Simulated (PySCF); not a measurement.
# C3H4F2O: geometry, NMR shifts, spin-spin couplings and electronic excitations, part 1 of 2

Wanted: the NMR shifts, spin-spin couplings and electronic excitations of C3H4F2O (`C=COC(F)F`), by calculation.

Programs: PySCF 2.14.0, with density-fitted response routines of our own. Each step states its level of theory. These are calculated values for one molecule in the gas phase, unless marked as measured. Atoms count from 0, in the outputs and in this text.

## Step 1: The molecule as given

10 atoms, charge 0, multiplicity 1; geometry from: MMFF94s. The atoms were then displaced at random by about 0.03 Å, so the start is not that level's minimum.

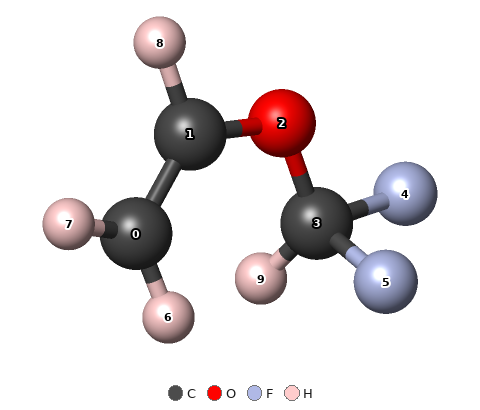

As it starts; carbon dark grey, oxygen red, fluorine light blue, hydrogen pink, atoms numbered.

## Step 2: Geometry optimisation at PBE0-D3(BJ)/def2-SVP

What the job is given:

```
{"job": {"xc": "PBE0", "basis": "def2-SVP", "d3": "d3bj", "grid": 1, "shake": 0.03, "kind": "geom"}, "charge": 0, "multiplicity": 1}
C      1.248450     0.330150    -0.842270
C      0.658120     0.823490     0.297330
O     -0.473890     0.374980     0.965040
C     -1.010020    -0.730270     0.450930
F     -2.099370    -1.079190     1.310180
F     -1.735250    -0.363780    -0.700040
H      0.790360    -0.408920    -1.434880
H      2.111630     0.910350    -1.285070
H      1.109700     1.684270     0.904890
H     -0.475080    -1.617830     0.338310
```

The run is started by

```console
> OMP_NUM_THREADS=1 python probes_run.py task.json out
```

One launch serves the whole session: the jobs run in the order shown.

Standard output:

```text
step   0  E = -390.88229641  max force = 0.140229
step   1  E = -390.90744074  max force = 0.030258
step   2  E = -390.90882241  max force = 0.008524
step   3  E = -390.90715586  max force = 0.019159
step   4  E = -390.90947264  max force = 0.008855
step   5  E = -390.90988232  max force = 0.001416
step   6  E = -390.90993106  max force = 0.000858
step   7  E = -390.90995129  max force = 0.000644
step   8  E = -390.90996020  max force = 0.000713
step   9  E = -390.90996156  max force = 0.000406
optimisation converged
```

It took 32 s on 1 thread of Arm Neoverse V2, shared host; peak memory 0.42 GiB.

Relaxation path: (the energy doesn't fall at every step)

```tsv
step	energy from step 0 (eV)	largest force component (eV/Å)
0	0.0000	7.2109
1	-0.6842	1.5559
2	-0.7218	0.4383
3	-0.6765	0.9852
4	-0.7395	0.4553
5	-0.7507	0.0728
6	-0.7520	0.0441
7	-0.7525	0.0331
8	-0.7528	0.0367
9	-0.7528	0.0209
```

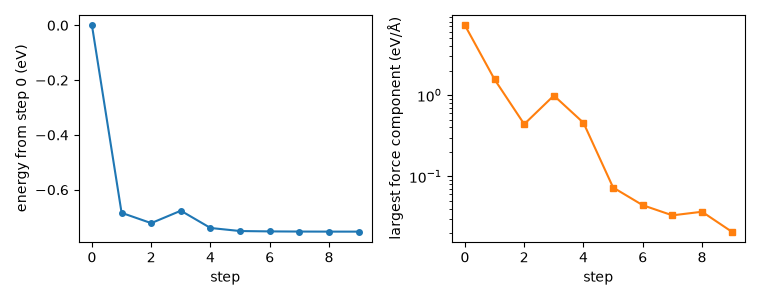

Energy and largest force along the relaxation.

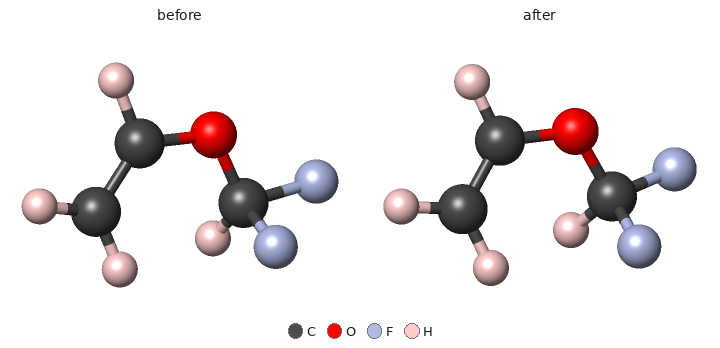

The geometry before (left) and after (right).

Distances of close pairs at the start and the end, largest changes first:

```tsv
bond	before (Å)	after (Å)	change (Å)
C3–F4	1.431	1.329	-0.102
C3–F5	1.409	1.345	-0.064
C3–H9	1.042	1.106	+0.064
C1–H8	1.146	1.092	-0.054
C0–C1	1.375	1.333	-0.042
C0–H7	1.130	1.090	-0.040
C0–H6	1.052	1.091	+0.039
O2–C3	1.332	1.364	+0.032
```

The final coordinates are the input of the step that follows.

```tsv
at the end point	value
point group (found at 0.08 Å tolerance)	C1
rotational constants (GHz, main isotopes)	7.674, 2.614, 2.116
dipole moment (D)	2.15
```

## Step 3: Shielding tensors: PBE0/pcSseg-1

What the job is given:

```
{"job": {"kind": "nmr", "xc": "PBE0", "basis": "pcSseg-1"}, "charge": 0, "multiplicity": 1}
C      1.175401     0.349344    -0.870072
C      0.694717     0.809470     0.285311
O     -0.472467     0.462971     0.891962
C     -1.106979    -0.670681     0.476839
F     -2.019450    -0.966721     1.396186
F     -1.744974    -0.462894    -0.688735
H      0.632927    -0.347536    -1.510844
H      2.145978     0.710458    -1.211630
H      1.221586     1.551757     0.889301
H     -0.402090    -1.512918     0.346102
```

With the program's defaults for keys left out, this is: GIAO PBE0/pcSseg-1 NMR shielding, non-relativistic, gas phase.

Standard output:

```text
coarse grid: 9000 points
cycle   1  E = -390.9906173164  dE =  9.572e-01  |g| = 8.251e-01  |ddm| = 2.679e+00
cycle   2  E = -390.9037720986  dE =  8.685e-02  |g| = 1.129e+00  |ddm| = 9.329e-01
cycle   3  E = -391.1068286820  dE = -2.031e-01  |g| = 5.152e-02  |ddm| = 5.402e-01
cycle   4  E = -391.1071760732  dE = -3.474e-04  |g| = 2.968e-02  |ddm| = 5.140e-02
cycle   5  E = -391.1073401363  dE = -1.641e-04  |g| = 8.418e-03  |ddm| = 2.277e-02
cycle   6  E = -391.1073503067  dE = -1.017e-05  |g| = 3.681e-03  |ddm| = 7.087e-03
cycle   7  E = -391.1073534061  dE = -3.099e-06  |g| = 4.098e-04  |ddm| = 2.827e-03
final grid: 89528 points
cycle   8  E = -391.1654148495  dE = -3.014e-05  |g| = 9.720e-03  |ddm| = 1.875e-02
cycle   9  E = -391.1653952094  dE =  1.964e-05  |g| = 1.435e-02  |ddm| = 1.283e-02
cycle  10  E = -391.1654316148  dE = -3.641e-05  |g| = 1.512e-03  |ddm| = 8.477e-03
cycle  11  E = -391.1654321348  dE = -5.200e-07  |g| = 3.287e-04  |ddm| = 1.289e-03
cycle  12  E = -391.1654321535  dE = -1.869e-08  |g| = 1.105e-04  |ddm| = 2.486e-04
cycle  13  E = -391.1654321559  dE = -2.466e-09  |g| = 1.924e-05  |ddm| = 7.915e-05
cycle  14  E = -391.1654321560  dE = -6.980e-11  |g| = 8.819e-06  |ddm| = 1.734e-05
converged SCF energy = -391.1654321560

GIAO shielding tensors (ppm)
atom      isotropic    diamagn.    paramagn.     s11        s22        s33       span
  0 C       87.209     258.044    -170.835    -10.381    103.922    168.085    178.466
  1 C       30.829     250.730    -219.901    -80.740     66.932    106.295    187.035
  2 O      146.431     398.161    -251.729    104.374    111.203    223.716    119.341
  3 C       65.354     240.999    -175.644     48.021     71.474     76.568     28.547
  4 F      281.348     468.948    -187.599    189.386    307.890    346.769    157.383
  5 F      269.926     474.214    -204.287    201.913    265.932    341.934    140.021
  6 H       26.652      31.662      -5.010     23.889     24.986     31.081      7.192
  7 H       26.742      29.138      -2.396     25.172     25.680     29.374      4.201
  8 H       24.758      29.130      -4.372     21.519     25.775     26.980      5.462
  9 H       25.300      29.160      -3.860     22.602     24.778     28.520      5.918
```

Run time: 8.3 s. Hardware: 1 thread of Arm Neoverse V2, shared host; peak memory 0.59 GiB.

Shifts follow as δ = σ(reference) − σ, with reference shieldings (ppm) from runs at the same level and on the same kind of geometry: 1H TMS 31.27, 13C TMS 184.4, 19F CFCl3 177.2, 17O H2O 334.6. The references are single molecules in the gas phase, so shifts against H2O, NH3, PH3, H3PO4 or CFCl3 are not on the usual liquid scales and can be off by tens of ppm. Atoms listed in one row are averaged.

```tsv
atoms	environment	σ (ppm)	δ (ppm)	δ scaled to CDCl3
C1	alkene carbon bearing oxygen	30.8	153.6	148.6
C3	sp3 CH bonded to 2 F and O	65.4	119.1	115.1
C0	β carbon of an enol-ether or enamine type C=C	87.2	97.2	93.9
H8	hydrogen on an alkene carbon bearing oxygen	24.76	6.51	6.38
H9	hydrogen on an sp3 CH bonded to 2 F and O	25.30	5.97	5.87
H6	hydrogen on a β carbon of an enol-ether or enamine type C=C	26.65	4.62	4.59
H7	hydrogen on a β carbon of an enol-ether or enamine type C=C	26.74	4.53	4.50
O2	ether oxygen	146.4	188.1	–
F4, F5	fluorine of a CF2 group	275.6	-98.4	–
```

The scaled column applies a straight-line fit of computed shieldings to shifts measured in CDCl3, and one for carbons that bear F (root-mean-square error 0.21 ppm for H, 2.0 ppm for C).

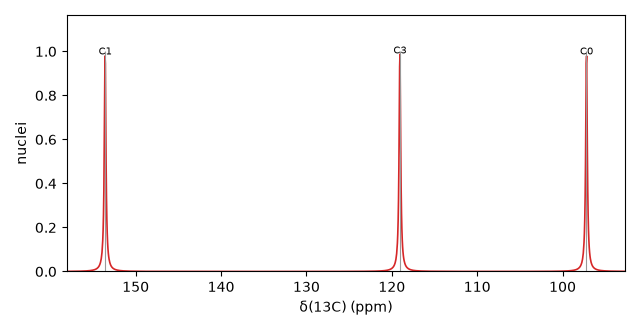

13C lines at the computed shifts, without couplings. Lines are broadened to a width of 0.23 ppm (Lorentzian).

The run also stored atomic charges by several schemes (e):

```tsv
atoms	Mulliken	IAO	Hirshfeld	ESP fit
C0	-0.29	-0.39	-0.14	-0.55
C1	0.09	0.06	0.03	0.08
O2	-0.44	-0.32	-0.12	-0.27
C3	0.68	0.61	0.21	0.50
F4, F5	-0.27	-0.29	-0.10	-0.20
```

ESP fit charges:

```tsv
atom	value (e)
C0	-0.55
C1	0.08
O2	-0.27
C3	0.50
F4	-0.21
F5	-0.19
H6	0.21
H7	0.21
H8	0.15
H9	0.06
```

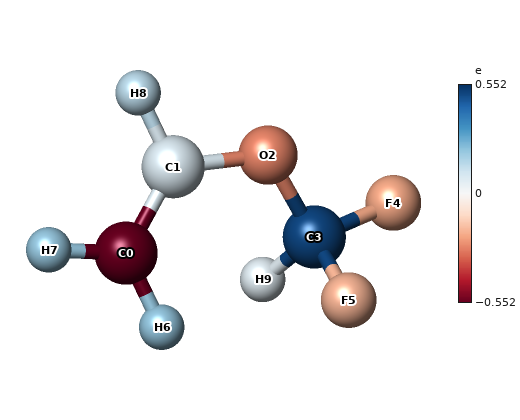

ESP fit charges, as colours on the atoms.

Mayer bond orders: C0–C1 1.92, C1–O2 0.99, O2–C3 0.99, C3–F4 1.03, C3–F5 0.98.

(Continued in part 2 of 2.)
